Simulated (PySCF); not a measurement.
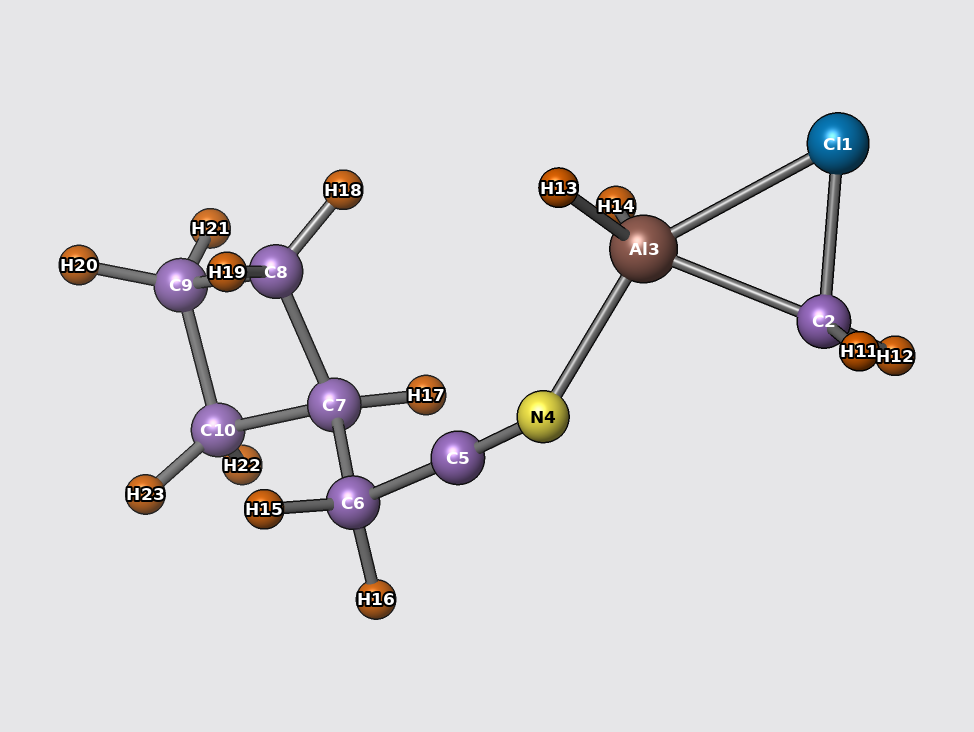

Computed geometry: GFN2-xTB optimisation. No frequency run is at hand to confirm it as a minimum. Electric field gradients from the ground-state density, PBE0/pcSseg-1 (PySCF 2.14.0), non-relativistic apart from any core potentials.

Give the largest field-gradient component, the quadrupole coupling constant and the asymmetry for 35Cl at Cl1 (Q = −81.7 mb), 27Al at Al3 (Q = 146.6 mb), 14N at N4 (Q = 20.44 mb), 2H at H11 (Q = 2.86 mb), 2H at H12 (Q = 2.86 mb), 2H at H13 (Q = 2.86 mb), 2H at H14 (Q = 2.86 mb).

| atom | V_zz (a.u.) | e²qQ/h (MHz) | η |
| --- | --- | --- | --- |
| Cl1 | 3.079 | −59.1 | 0.30 |
| Al3 | 0.785 | 27.0 | 0.52 |
| N4 | −0.675 | −3.24 | 0.12 |
| H11 | 0.308 | 0.207 | 0.13 |
| H12 | 0.309 | 0.208 | 0.13 |
| H13 | 0.125 | 0.084 | 0.04 |
| H14 | 0.120 | 0.081 | 0.06 |

The geometry is semi-empirical. Around Al such bond lengths and angles can be off by a tenth of an ångström or more and by several degrees, and values that hang on the shape move with them.
